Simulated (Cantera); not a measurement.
Input: 1 mol HBr, 8.4 mol H₂, 8.4 mol N₂, at 10.0 mbar.

These are equilibrium values from Cantera (NASA tables, ideal gas, pure condensed phases), not measurements of a reactor. Candidate condensed phases: Br₂; 23 gas species. Ions and electrons are included (thermal ionisation). Kinetics and transport are ignored.

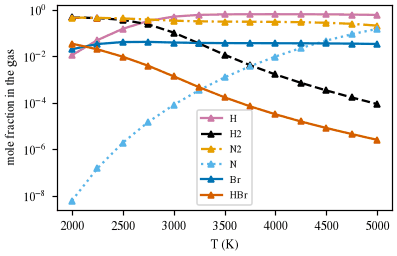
Fig. 1. Equilibrium gas composition (values under 1e-9 drawn at 1e-9)

Read off the mole fractions at 2750 K.

N₂ about 0.38, H about 0.33, H₂ about 0.24, Br about 0.042, HBr about 0.0039, N about 1.5e-5.
